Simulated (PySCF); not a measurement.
Br2Cr, quintet.

Level of theory: PBE/def2-SVPD (PySCF), at a geometry from GFN2-xTB. This is a single-reference result, which may miss multireference character in this system. No frequency check shows the geometry to be a minimum. The stability of the open-shell solution wasn't checked. GFN2-xTB bond lengths at metals and heavier atoms can be off by up to 0.1 Å and shapes distorted, which carries into these values. GFN2-xTB doesn't know the spin state, so this open-shell geometry is rough.

Coordinates in Å:

```
Cr1      0.0003    0.0003    0.0000
Br2     -2.2712   -0.0001    0.0000
Br3      2.2710   -0.0001    0.0000
```

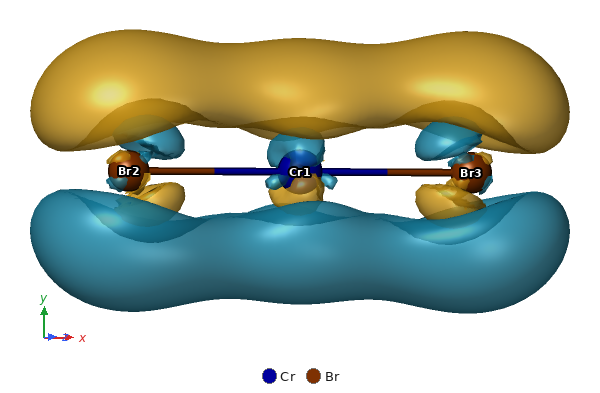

Change of the electron density in a uniform field of 0.10 V/Å, surfaces at ±0.0006 e/Å³ (yellow: gain, teal: loss).

### Along which Cartesian direction does the field point?

Along −y: electrons gather on the +y side, against the field.

### How large is the response?

The induced dipole is 0.30 D (along the field); α along this axis, from the fields in both directions, is 58 bohr³ (8.6 Å³).

### Which atoms gain and lose the most charge?

Hardly any: no atom's Hirshfeld charge changes by as much as 0.002 e. The density shifts from one side of each atom to the other; 0.028 electrons are displaced in all.

The PySCF run took 56 s on 1 thread of Arm Neoverse V2, with other jobs on the host, peak memory 0.42 GiB.
